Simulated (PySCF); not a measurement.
# CCSD(T)/def2-TZVPPD run of GaF (SMILES [F][Ga])

What is the vertical ionisation energy of GaF at CCSD(T)/def2-TZVPPD? The job is set up through a Python script.

Program for the calculation: PySCF 2.14.0.

3 further runs of the same task are left out: 3 set aside as unsound or not needed.

## 1. The structure to begin with

GaF has 2 atoms, charge 0, and is taken as a singlet. As SMILES, `[F][Ga]`. The coordinates come from a PBE0-D4/def2-TZVP relaxation.

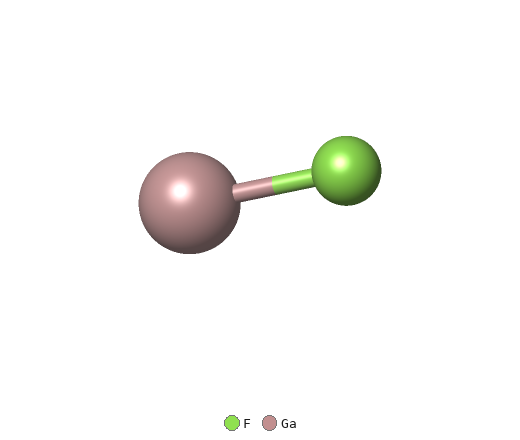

The structure, seen from a chosen angle (fluorine green, gallium pink).

## 2. A single-point energy at CCSD(T)/def2-TZVPPD

Contents of calc.py:

```python
from pyscf import gto, scf, cc

system = gto.Mole()
system.atom = '''
F      0.000000     0.000000     0.006300
Ga     0.000000     0.000000     1.792850
'''
system.max_memory = 1860
system.basis = 'def2-tzvppd'
system.verbose = 3
system.charge = 0
system.build()

mf = scf.RHF(system)
mf.conv_tol = 1e-10
mf.kernel()
if not mf.converged:
    mf = mf.newton().run(mf.mo_coeff, mf.mo_occ)

mycc = cc.CCSD(mf, frozen=10)
mycc.kernel()
e_t = mycc.ccsd_t()
e_tot = mycc.e_tot + e_t
print('E(%s) = %.9f' % ('CCSD(T)', e_tot))
```

Started as:

```
OMP_NUM_THREADS=1 python calc.py
```

Output:

```text
converged SCF energy = -2022.79132014524
E(CCSD) = -2023.245807742387  E_corr = -0.4544875971483478
CCSD(T) correction = -0.0169318644729394
E(CCSD(T)) = -2023.262739607
```

Run time: 29 s. Hardware: 1 thread of Arm Neoverse V1, shared host; peak memory 0.47 GiB.

## 3. The doublet cation at the same level

Contents of calc.py:

```python
from pyscf import gto, cc

mol = gto.M(
    atom=[
    ('F', (0.000000, -0.000000, 0.006300)),
    ('Ga', (-0.000000, 0.000000, 1.792850)),
],
    verbose=3,
    max_memory=1860,
    spin=1,
    charge=1,
    basis='def2-tzvppd',
)

hf = mol.UHF()
hf.conv_tol = 1e-10
hf.kernel()
if not hf.converged:
    hf = hf.newton().run(hf.mo_coeff, hf.mo_occ)

mycc = cc.CCSD(hf, frozen=10)
mycc.kernel()
e_t = mycc.ccsd_t()
energy = mycc.e_tot + e_t
print(f'total energy: {energy:.8f} hartree')
```

Started as:

```
OMP_NUM_THREADS=1 python calc.py
```

Output:

```text
converged SCF energy = -2022.44671298911  <S^2> = 0.76286631  2S+1 = 2.0128252
E(UCCSD) = -2022.863610362174  E_corr = -0.4168973730592787
UCCSD(T) correction = -0.0160494245643243
total energy: -2022.87965979 hartree
```

Wall time 2.6 min (1 thread of Arm Neoverse V1, shared host); peak memory 2.2 GiB.

## 4. Summary of results

Level: CCSD(T)/def2-TZVPPD, 10 core orbitals frozen.

```
                                                                  quantity           value
                                                 singlet GaF: total energy  -2023.26274 Eh
                         singlet GaF: dipole moment (Hartree–Fock density)          2.33 D
                          singlet GaF: HOMO energy (Hartree–Fock orbitals)       -10.00 eV
                          singlet GaF: LUMO energy (Hartree–Fock orbitals)         1.08 eV
                        singlet GaF: HOMO–LUMO gap (Hartree–Fock orbitals)        11.08 eV
                 singlet GaF: correlation energy (10 core orbitals frozen)      -471.4 mEh
                                               singlet GaF: (T) correction      -16.93 mEh
                                                singlet GaF: T1 diagnostic           0.016
                                              doublet cation: total energy  -2022.87966 Eh
doublet cation: HOMO energy (Hartree–Fock orbitals) (highest over α and β)       -19.68 eV
 doublet cation: LUMO energy (Hartree–Fock orbitals) (lowest over α and β)        -8.82 eV
              doublet cation: correlation energy (10 core orbitals frozen)      -432.9 mEh
                                            doublet cation: (T) correction      -16.05 mEh
                         doublet cation: ⟨S²⟩ of the reference determinant           0.763
                                             doublet cation: T1 diagnostic           0.020
                        vertical ionisation energy (to the doublet cation)       10.424 eV
```

In words: The vertical ionisation energy comes to 10.42 eV (240 kcal/mol). The triples (singlet GaF) make up 3.6 % of the correlation energy. The triples (doublet cation) make up 3.7 % of the correlation energy.
